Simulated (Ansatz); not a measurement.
# BSiHF (quartet): wB97M-V, B2PLYP, PBE-QIDH, RPA-PBE over vertical spin and charge gaps and displaced geometries, cc-pVDZ, part 1 of 2

How well do these functionals follow the top wave-function level for BSiHF (quartet) over vertical spin and charge gaps and displaced geometries?

The runs use Ansatz 0.2.0, Gaussian basis; cc-pVDZ, all electrons in the functionals, frozen cores in the correlation of double hybrids and RPA.

The runs, in order: wB97M-V, B2PLYP, PBE-QIDH, RPA-PBE, at charge 0, quartet; charge 0, doublet; charge 0, sextet; charge 1, triplet; charge 1, quintet; displaced geometry v1; displaced geometry v2 (not every functional at every point).

25 further runs of the same task are left out: 13 that didn't finish, 12 set aside as unsound or not needed.

## 1. The geometry

The geometry is a PBE0/def2-TZVP stationary point (not a proven minimum).

4 atoms, charge 0, spin multiplicity 4.

Atoms are counted from 1 here; the program's logs count them from 0.

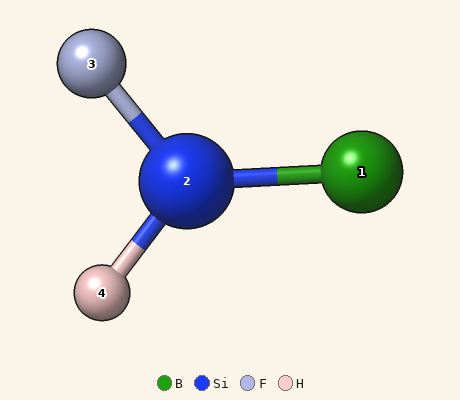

The structure; boron green, silicon blue, fluorine light blue, hydrogen pink; atoms are numbered from 1 in the order of the file.

No dispersion term is added; wB97M-V holds VV10 nonlocal correlation.

The geometry shown and the zero of energy belong to the point charge 0, quartet. The yardstick, UCCSDT(Q), and other wave-function levels (R restricted, U unrestricted, valence and pair active spaces) come from earlier runs.

## 2. wB97M-V, charge 0, quartet

in.yaml

```yaml
crystal:
  periodic: [false, false, false]
  atoms:
    - {symbol: B, position_ang: [0.000000, -0.501036, 1.797314]}
    - {symbol: Si, position_ang: [0.000000, 0.361580, 0.166961]}
    - {symbol: F, position_ang: [0.000000, -0.345292, -1.261620]}
    - {symbol: H, position_ang: [0.000000, 1.807190, -0.149981]}
basis:
  gaussian: {orbitals: cc-pVDZ}
magnetization: {spin_polarized: true, initial_magnetization: 3}
hamiltonian: {xc: {name: wB97M-V}}
output: {orbitals: {seedname: orbitals}}
```

Command:

```sh
$ ansatz run in.yaml --threads 1 --pin off --events-out ev --progress --plain --max-ram 2393MiB
```

The program printed (excerpt; [...] marks lines left out):

```text
Functional definition: wB97M-V
  name "wB97M-V"
  cite "Mardirossian & Head-Gordon, J. Chem. Phys. 144, 214110 (2016) doi:10.1063/1.4952647"
  cite "Becke, J. Chem. Phys. 107, 8554 (1997) doi:10.1063/1.475007"
  cite "Vydrov & Van Voorhis, J. Chem. Phys. 133, 244103 (2010) doi:10.1063/1.3521275"
  # Of w^i u^j: cxij and so on, Table III.
[...]
  gx(w, u) = 1 - cx + cx01*u + cx10*w
  gss(w, u) = css00 + css04*u^4 + css10*w + css20*w^2 + css43*w^4*u^3
  gos(w, u) = cos00 + cos10*w + (cos20 + cos21*u)*w^2 + (cos60 + cos61*u)*w^6
[...]
      + integral(e_c_pw_mod_opposite_spin*gos(b97_w_opposite, b97_u_opposite)) + vv10(b, c)
489 factors; integrals over basis functions are off by at most 9.7e-4 eV
151 factors; integrals over basis functions are off by at most 1.1e-5 eV
[...]
mean field -11281.20131293 eV, -414.5765015771 hartree, gradient 5.4e-5 eV, S^2 3.750740; 0 other end points of the search recorded, 0 dependent functions left out
reference -11281.20134468 eV, -414.5765027440 hartree; 16, 13 occupied and 35, 38 virtual orbitals, 489 factors
Total energy: -11281.20134468 eV, -414.5765027440 hartree
```

Wall time 6.5 s (1 thread of Arm Neoverse V2, shared host).

From the report: ⟨S²⟩ of the determinant 3.751 (pure quartet: 3.75).

## 3. wB97M-V, charge 0, doublet

Changes to in.yaml since step 2:

```diff
@@ -9,4 +9,4 @@
   gaussian: {orbitals: cc-pVDZ}
-magnetization: {spin_polarized: true, initial_magnetization: 3}
+magnetization: {spin_polarized: true, initial_magnetization: 1}
 hamiltonian: {xc: {name: wB97M-V}}
-output: {orbitals: {seedname: orbitals}}
+output: {forces: true, orbitals: {seedname: orbitals}}
```

The command is unchanged.

The program printed (excerpt; [...] marks lines left out):

```text
Functional definition: wB97M-V
  name "wB97M-V"
  cite "Mardirossian & Head-Gordon, J. Chem. Phys. 144, 214110 (2016) doi:10.1063/1.4952647"
  cite "Becke, J. Chem. Phys. 107, 8554 (1997) doi:10.1063/1.475007"
  cite "Vydrov & Van Voorhis, J. Chem. Phys. 133, 244103 (2010) doi:10.1063/1.3521275"
  # Of w^i u^j: cxij and so on, Table III.
[...]
  gx(w, u) = 1 - cx + cx01*u + cx10*w
  gss(w, u) = css00 + css04*u^4 + css10*w + css20*w^2 + css43*w^4*u^3
  gos(w, u) = cos00 + cos10*w + (cos20 + cos21*u)*w^2 + (cos60 + cos61*u)*w^6
[...]
      + integral(e_c_pw_mod_opposite_spin*gos(b97_w_opposite, b97_u_opposite)) + vv10(b, c)
489 factors; integrals over basis functions are off by at most 9.7e-4 eV
151 factors; integrals over basis functions are off by at most 1.1e-5 eV
[...]
mean field -11280.96396255 eV, -414.5677791119 hartree, gradient 7.2e-6 eV, S^2 1.127302; 8 other end points of the search recorded, 0 dependent functions left out
[...]
reference -11280.96399504 eV, -414.5677803058 hartree; 15, 14 occupied and 36, 37 virtual orbitals, 489 factors
Total energy: -11280.96399504 eV, -414.5677803058 hartree
Atom 0 at     0.000000    -0.501036     1.797314 Å, force     0.000000    -1.410194     2.854176 eV/Å
Atom 1 at     0.000000     0.361580     0.166961 Å, force    -0.000000     2.152568    -1.185142 eV/Å
Atom 2 at     0.000000    -0.345292    -1.261620 Å, force     0.000000    -1.020143    -1.832786 eV/Å
Atom 3 at     0.000000     1.807190    -0.149981 Å, force    -0.000000     0.277769     0.163751 eV/Å
Dipole moment:    -0.000000     0.357692    -0.321026 e Å
```

Wall time 41 s (1 thread of Arm Neoverse V2, shared host).

From the report: ⟨S²⟩ of the determinant 1.127 (pure doublet: 0.75).

From charge 0, quartet: +0.237 eV.

## 4. wB97M-V, charge 0, sextet

Changes to in.yaml since step 3:

```diff
@@ -9,4 +9,4 @@
   gaussian: {orbitals: cc-pVDZ}
-magnetization: {spin_polarized: true, initial_magnetization: 1}
+magnetization: {spin_polarized: true, initial_magnetization: 5}
 hamiltonian: {xc: {name: wB97M-V}}
-output: {forces: true, orbitals: {seedname: orbitals}}
+output: {orbitals: {seedname: orbitals}}
```

The command is unchanged.

The program printed (excerpt; [...] marks lines left out):

```text
Functional definition: wB97M-V
  name "wB97M-V"
  cite "Mardirossian & Head-Gordon, J. Chem. Phys. 144, 214110 (2016) doi:10.1063/1.4952647"
  cite "Becke, J. Chem. Phys. 107, 8554 (1997) doi:10.1063/1.475007"
  cite "Vydrov & Van Voorhis, J. Chem. Phys. 133, 244103 (2010) doi:10.1063/1.3521275"
  # Of w^i u^j: cxij and so on, Table III.
[...]
  gx(w, u) = 1 - cx + cx01*u + cx10*w
  gss(w, u) = css00 + css04*u^4 + css10*w + css20*w^2 + css43*w^4*u^3
  gos(w, u) = cos00 + cos10*w + (cos20 + cos21*u)*w^2 + (cos60 + cos61*u)*w^6
[...]
      + integral(e_c_pw_mod_opposite_spin*gos(b97_w_opposite, b97_u_opposite)) + vv10(b, c)
489 factors; integrals over basis functions are off by at most 9.7e-4 eV
151 factors; integrals over basis functions are off by at most 1.1e-5 eV
[...]
mean field -11273.77986812 eV, -414.3037685108 hartree, gradient 7.2e-5 eV, S^2 8.754328; 1 other end points of the search recorded, 0 dependent functions left out
reference -11273.77989983 eV, -414.3037696761 hartree; 17, 12 occupied and 34, 39 virtual orbitals, 489 factors
Total energy: -11273.77989983 eV, -414.3037696761 hartree
```

It took 7 s on 1 thread of Arm Neoverse V2, shared host.

From the report: ⟨S²⟩ of the determinant 8.754 (pure sextet: 8.75).

From charge 0, quartet: +7.421 eV.

## 5. wB97M-V, charge 1, triplet

Changes to in.yaml since step 4:

```diff
@@ -9,3 +9,4 @@
   gaussian: {orbitals: cc-pVDZ}
-magnetization: {spin_polarized: true, initial_magnetization: 5}
+total_charge: 1
+magnetization: {spin_polarized: true, initial_magnetization: 2}
 hamiltonian: {xc: {name: wB97M-V}}
```

The command is unchanged.

The program printed (excerpt; [...] marks lines left out):

```text
Functional definition: wB97M-V
  name "wB97M-V"
  cite "Mardirossian & Head-Gordon, J. Chem. Phys. 144, 214110 (2016) doi:10.1063/1.4952647"
  cite "Becke, J. Chem. Phys. 107, 8554 (1997) doi:10.1063/1.475007"
  cite "Vydrov & Van Voorhis, J. Chem. Phys. 133, 244103 (2010) doi:10.1063/1.3521275"
  # Of w^i u^j: cxij and so on, Table III.
[...]
  gx(w, u) = 1 - cx + cx01*u + cx10*w
  gss(w, u) = css00 + css04*u^4 + css10*w + css20*w^2 + css43*w^4*u^3
  gos(w, u) = cos00 + cos10*w + (cos20 + cos21*u)*w^2 + (cos60 + cos61*u)*w^6
[...]
      + integral(e_c_pw_mod_opposite_spin*gos(b97_w_opposite, b97_u_opposite)) + vv10(b, c)
489 factors; integrals over basis functions are off by at most 9.7e-4 eV
151 factors; integrals over basis functions are off by at most 1.1e-5 eV
[...]
mean field -11272.93260992 eV, -414.2726323463 hartree, gradient 3.9e-5 eV, S^2 2.000911; 1 other end points of the search recorded, 0 dependent functions left out
reference -11272.93264278 eV, -414.2726335539 hartree; 15, 13 occupied and 36, 38 virtual orbitals, 489 factors
Total energy: -11272.93264278 eV, -414.2726335539 hartree
```

Run time: 8 s. Hardware: 1 thread of Arm Neoverse V2, shared host.

From the report: ⟨S²⟩ of the determinant 2.001 (pure triplet: 2.00).

From charge 0, quartet: +8.269 eV.

## 6. wB97M-V, charge 1, quintet

Changes to in.yaml since step 5:

```diff
@@ -10,4 +10,4 @@
 total_charge: 1
-magnetization: {spin_polarized: true, initial_magnetization: 2}
+magnetization: {spin_polarized: true, initial_magnetization: 4}
 hamiltonian: {xc: {name: wB97M-V}}
-output: {orbitals: {seedname: orbitals}}
+output: {forces: true, orbitals: {seedname: orbitals}}
```

Launched as before.

The program printed (excerpt; [...] marks lines left out):

```text
Functional definition: wB97M-V
  name "wB97M-V"
  cite "Mardirossian & Head-Gordon, J. Chem. Phys. 144, 214110 (2016) doi:10.1063/1.4952647"
  cite "Becke, J. Chem. Phys. 107, 8554 (1997) doi:10.1063/1.475007"
  cite "Vydrov & Van Voorhis, J. Chem. Phys. 133, 244103 (2010) doi:10.1063/1.3521275"
  # Of w^i u^j: cxij and so on, Table III.
[...]
  gx(w, u) = 1 - cx + cx01*u + cx10*w
  gss(w, u) = css00 + css04*u^4 + css10*w + css20*w^2 + css43*w^4*u^3
  gos(w, u) = cos00 + cos10*w + (cos20 + cos21*u)*w^2 + (cos60 + cos61*u)*w^6
[...]
      + integral(e_c_pw_mod_opposite_spin*gos(b97_w_opposite, b97_u_opposite)) + vv10(b, c)
489 factors; integrals over basis functions are off by at most 9.7e-4 eV
151 factors; integrals over basis functions are off by at most 1.1e-5 eV
[...]
mean field -11268.11354330 eV, -414.0955349148 hartree, gradient 5.6e-5 eV, S^2 6.005754; 0 other end points of the search recorded, 0 dependent functions left out
[...]
reference -11268.11357602 eV, -414.0955361169 hartree; 16, 12 occupied and 35, 39 virtual orbitals, 489 factors
Total energy: -11268.11357602 eV, -414.0955361169 hartree
Atom 0 at     0.000000    -0.501036     1.797314 Å, force    -0.000000    -0.199948     1.156111 eV/Å
Atom 1 at     0.000000     0.361580     0.166961 Å, force     0.000000    -1.889307     0.450257 eV/Å
Atom 2 at     0.000000    -0.345292    -1.261620 Å, force    -0.000000     0.021968    -1.071730 eV/Å
Atom 3 at     0.000000     1.807190    -0.149981 Å, force    -0.000000     2.067287    -0.534638 eV/Å
Dipole moment:     0.000000     0.577931     0.360537 e Å
```

It took 7.5 s on 1 thread of Arm Neoverse V2, shared host.

From the report: ⟨S²⟩ of the determinant 6.006 (pure quintet: 6.00).

From charge 0, quartet: +13.088 eV.

## 7. wB97M-V, displaced geometry v1

in.yaml

```yaml
crystal:
  periodic: [false, false, false]
  atoms:
    - {symbol: B, position_ang: [-0.013852, -0.506926, 1.820384]}
    - {symbol: Si, position_ang: [-0.014685, 0.339547, 0.178877]}
    - {symbol: F, position_ang: [0.033279, -0.308015, -1.292317]}
    - {symbol: H, position_ang: [-0.069498, 1.781653, -0.150875]}
basis:
  gaussian: {orbitals: cc-pVDZ}
magnetization: {spin_polarized: true, initial_magnetization: 3}
hamiltonian: {xc: {name: wB97M-V}}
output: {orbitals: {seedname: orbitals}}
```

Launched as before.

The program printed (excerpt; [...] marks lines left out):

```text
Functional definition: wB97M-V
  name "wB97M-V"
  cite "Mardirossian & Head-Gordon, J. Chem. Phys. 144, 214110 (2016) doi:10.1063/1.4952647"
  cite "Becke, J. Chem. Phys. 107, 8554 (1997) doi:10.1063/1.475007"
  cite "Vydrov & Van Voorhis, J. Chem. Phys. 133, 244103 (2010) doi:10.1063/1.3521275"
  # Of w^i u^j: cxij and so on, Table III.
[...]
  gx(w, u) = 1 - cx + cx01*u + cx10*w
  gss(w, u) = css00 + css04*u^4 + css10*w + css20*w^2 + css43*w^4*u^3
  gos(w, u) = cos00 + cos10*w + (cos20 + cos21*u)*w^2 + (cos60 + cos61*u)*w^6
[...]
      + integral(e_c_pw_mod_opposite_spin*gos(b97_w_opposite, b97_u_opposite)) + vv10(b, c)
489 factors; integrals over basis functions are off by at most 9.7e-4 eV
151 factors; integrals over basis functions are off by at most 1.1e-5 eV
[...]
mean field -11281.21598812 eV, -414.5770408807 hartree, gradient 5.6e-5 eV, S^2 3.750742; 0 other end points of the search recorded, 0 dependent functions left out
reference -11281.21601992 eV, -414.5770420491 hartree; 16, 13 occupied and 35, 38 virtual orbitals, 489 factors
Total energy: -11281.21601992 eV, -414.5770420491 hartree
```

It took 6.5 s on 1 thread of Arm Neoverse V2, shared host.

From the report: ⟨S²⟩ of the determinant 3.751 (pure quartet: 3.75).

From charge 0, quartet: -0.015 eV.

## 8. wB97M-V, displaced geometry v2

in.yaml

```yaml
crystal:
  periodic: [false, false, false]
  atoms:
    - {symbol: B, position_ang: [0.107167, -0.495914, 1.790315]}
    - {symbol: Si, position_ang: [-0.057707, 0.375075, 0.171556]}
    - {symbol: F, position_ang: [0.018913, -0.364220, -1.265206]}
    - {symbol: H, position_ang: [0.102022, 1.732992, -0.135353]}
basis:
  gaussian: {orbitals: cc-pVDZ}
magnetization: {spin_polarized: true, initial_magnetization: 3}
hamiltonian: {xc: {name: wB97M-V}}
output: {forces: true, orbitals: {seedname: orbitals}}
```

Same command.

The program printed (excerpt; [...] marks lines left out):

```text
Functional definition: wB97M-V
  name "wB97M-V"
  cite "Mardirossian & Head-Gordon, J. Chem. Phys. 144, 214110 (2016) doi:10.1063/1.4952647"
  cite "Becke, J. Chem. Phys. 107, 8554 (1997) doi:10.1063/1.475007"
  cite "Vydrov & Van Voorhis, J. Chem. Phys. 133, 244103 (2010) doi:10.1063/1.3521275"
  # Of w^i u^j: cxij and so on, Table III.
[...]
  gx(w, u) = 1 - cx + cx01*u + cx10*w
  gss(w, u) = css00 + css04*u^4 + css10*w + css20*w^2 + css43*w^4*u^3
  gos(w, u) = cos00 + cos10*w + (cos20 + cos21*u)*w^2 + (cos60 + cos61*u)*w^6
[...]
      + integral(e_c_pw_mod_opposite_spin*gos(b97_w_opposite, b97_u_opposite)) + vv10(b, c)
489 factors; integrals over basis functions are off by at most 9.7e-4 eV
151 factors; integrals over basis functions are off by at most 1.1e-5 eV
[...]
mean field -11281.12282166 eV, -414.5736170763 hartree, gradient 8.1e-5 eV, S^2 3.750899; 0 other end points of the search recorded, 0 dependent functions left out
[...]
reference -11281.12285334 eV, -414.5736182406 hartree; 16, 13 occupied and 35, 38 virtual orbitals, 489 factors
Total energy: -11281.12285334 eV, -414.5736182406 hartree
Atom 0 at     0.107167    -0.495914     1.790315 Å, force    -0.183858    -0.073967     0.190938 eV/Å
Atom 1 at    -0.057707     0.375075     0.171556 Å, force     0.322998    -1.268057     1.201609 eV/Å
Atom 2 at     0.018913    -0.364220    -1.265206 Å, force    -0.127798    -0.446087    -0.967792 eV/Å
Atom 3 at     0.102022     1.732992    -0.135353 Å, force    -0.011342     1.788111    -0.424756 eV/Å
Dipole moment:    -0.059248     0.318903    -0.067124 e Å
```

Run time: 7 s. Hardware: 1 thread of Arm Neoverse V2, shared host.

From the report: ⟨S²⟩ of the determinant 3.751 (pure quartet: 3.75).

From charge 0, quartet: +0.078 eV.

## 9. B2PLYP, charge 0, quartet

in.yaml

```yaml
crystal:
  periodic: [false, false, false]
  atoms:
    - {symbol: B, position_ang: [0.000000, -0.501036, 1.797314]}
    - {symbol: Si, position_ang: [0.000000, 0.361580, 0.166961]}
    - {symbol: F, position_ang: [0.000000, -0.345292, -1.261620]}
    - {symbol: H, position_ang: [0.000000, 1.807190, -0.149981]}
basis:
  gaussian: {orbitals: cc-pVDZ}
magnetization: {spin_polarized: true, initial_magnetization: 3}
hamiltonian: {xc: {name: B2PLYP}}
correlation: {electrons: outside_noble_gas}
```

The command is unchanged.

The program printed (excerpt; [...] marks lines left out):

```text
Functional definition: B2PLYP
  name "B2PLYP"
  cite "Grimme, J. Chem. Phys. 124, 034108 (2006) doi:10.1063/1.2148954"
  cite "Becke, Phys. Rev. A 38, 3098 (1988) doi:10.1103/PhysRevA.38.3098"
  cite "Lee, Yang & Parr, Phys. Rev. B 37, 785 (1988) doi:10.1103/PhysRevB.37.785"
[...]
489 factors; integrals over basis functions are off by at most 9.7e-4 eV
[...]
mean field -11273.81792309 eV, -414.3051670054 hartree, gradient 3.7e-6 eV, S^2 3.752057; 0 other end points of the search recorded, 0 dependent functions left out
7 core orbitals not correlated: weight in the atoms' cores, before any rotation towards them, 1.000 or more for the frozen orbitals, at most 0.000 for the correlated occupied ones
reference -11273.81804205 eV, -414.3051713772 hartree; 9, 6 occupied and 35, 38 virtual orbitals, 489 factors
second order -10.21898741 eV of doubles, -0.00000000 eV of singles
Total energy: -11276.57716866 eV, -414.4065674095 hartree
```

It took 1.7 s on 1 thread of Arm Neoverse V2, shared host.

From the report: ⟨S²⟩ of the determinant 3.752 (pure quartet: 3.75).

## 10. B2PLYP, charge 0, doublet

Changes to in.yaml since step 9:

```diff
@@ -9,3 +9,3 @@
   gaussian: {orbitals: cc-pVDZ}
-magnetization: {spin_polarized: true, initial_magnetization: 3}
+magnetization: {spin_polarized: true, initial_magnetization: 1}
 hamiltonian: {xc: {name: B2PLYP}}
```

Launched as before.

The program printed (excerpt; [...] marks lines left out):

```text
Functional definition: B2PLYP
  name "B2PLYP"
  cite "Grimme, J. Chem. Phys. 124, 034108 (2006) doi:10.1063/1.2148954"
  cite "Becke, Phys. Rev. A 38, 3098 (1988) doi:10.1103/PhysRevA.38.3098"
  cite "Lee, Yang & Parr, Phys. Rev. B 37, 785 (1988) doi:10.1103/PhysRevB.37.785"
[...]
489 factors; integrals over basis functions are off by at most 9.7e-4 eV
[...]
mean field -11273.62336217 eV, -414.2980170233 hartree, gradient 2.8e-6 eV, S^2 1.465946; 10 other end points of the search recorded, 0 dependent functions left out
7 core orbitals not correlated: weight in the atoms' cores, before any rotation towards them, 1.000 or more for the frozen orbitals, at most 0.000 for the correlated occupied ones
reference -11273.62347925 eV, -414.2980213259 hartree; 8, 7 occupied and 36, 37 virtual orbitals, 489 factors
second order -10.30349151 eV of doubles, -0.00000000 eV of singles
Total energy: -11276.40542195 eV, -414.4002558347 hartree
```

It took 10 s on 1 thread of Arm Neoverse V2, shared host.

From the report: ⟨S²⟩ of the determinant 1.466 (pure doublet: 0.75). The determinant is far from a pure spin state, so its energy mixes those of several spin states (harmless only where they are near-degenerate, as at dissociation).

From charge 0, quartet: +0.172 eV.

## 11. B2PLYP, charge 0, sextet

Changes to in.yaml since step 10:

```diff
@@ -9,3 +9,3 @@
   gaussian: {orbitals: cc-pVDZ}
-magnetization: {spin_polarized: true, initial_magnetization: 1}
+magnetization: {spin_polarized: true, initial_magnetization: 5}
 hamiltonian: {xc: {name: B2PLYP}}
```

Launched as before.

The program printed (excerpt; [...] marks lines left out):

```text
Functional definition: B2PLYP
  name "B2PLYP"
  cite "Grimme, J. Chem. Phys. 124, 034108 (2006) doi:10.1063/1.2148954"
  cite "Becke, Phys. Rev. A 38, 3098 (1988) doi:10.1103/PhysRevA.38.3098"
  cite "Lee, Yang & Parr, Phys. Rev. B 37, 785 (1988) doi:10.1103/PhysRevB.37.785"
[...]
489 factors; integrals over basis functions are off by at most 9.7e-4 eV
[...]
mean field -11266.56806563 eV, -414.0387396578 hartree, gradient 5.0e-6 eV, S^2 8.758684; 2 other end points of the search recorded, 0 dependent functions left out
7 core orbitals not correlated: weight in the atoms' cores, before any rotation towards them, 1.000 or more for the frozen orbitals, at most 0.000 for the correlated occupied ones
reference -11266.56818477 eV, -414.0387440360 hartree; 10, 5 occupied and 34, 39 virtual orbitals, 489 factors
second order -9.98187082 eV of doubles, -0.00000000 eV of singles
Total energy: -11269.26328989 eV, -414.1377873224 hartree
```

Run time: 2 s. Hardware: 1 thread of Arm Neoverse V2, shared host.

From the report: ⟨S²⟩ of the determinant 8.759 (pure sextet: 8.75).

From charge 0, quartet: +7.314 eV.

## 12. B2PLYP, charge 1, triplet

Changes to in.yaml since step 11:

```diff
@@ -9,3 +9,4 @@
   gaussian: {orbitals: cc-pVDZ}
-magnetization: {spin_polarized: true, initial_magnetization: 5}
+total_charge: 1
+magnetization: {spin_polarized: true, initial_magnetization: 2}
 hamiltonian: {xc: {name: B2PLYP}}
```

Launched as before.

The program printed (excerpt; [...] marks lines left out):

```text
Functional definition: B2PLYP
  name "B2PLYP"
  cite "Grimme, J. Chem. Phys. 124, 034108 (2006) doi:10.1063/1.2148954"
  cite "Becke, Phys. Rev. A 38, 3098 (1988) doi:10.1103/PhysRevA.38.3098"
  cite "Lee, Yang & Parr, Phys. Rev. B 37, 785 (1988) doi:10.1103/PhysRevB.37.785"
[...]
489 factors; integrals over basis functions are off by at most 9.7e-4 eV
[...]
mean field -11265.74941962 eV, -414.0086549718 hartree, gradient 4.6e-6 eV, S^2 2.002525; 3 other end points of the search recorded, 0 dependent functions left out
7 core orbitals not correlated: weight in the atoms' cores, before any rotation towards them, 1.000 or more for the frozen orbitals, at most 0.000 for the correlated occupied ones
reference -11265.74954407 eV, -414.0086595454 hartree; 8, 6 occupied and 36, 38 virtual orbitals, 489 factors
second order -9.77809305 eV of doubles, -0.00000000 eV of singles
Total energy: -11268.38962920 eV, -414.1056808842 hartree
```

Wall time 2.6 s (1 thread of Arm Neoverse V2, shared host).

From the report: ⟨S²⟩ of the determinant 2.003 (pure triplet: 2.00).

From charge 0, quartet: +8.188 eV.

(Continued in part 2 of 2.)
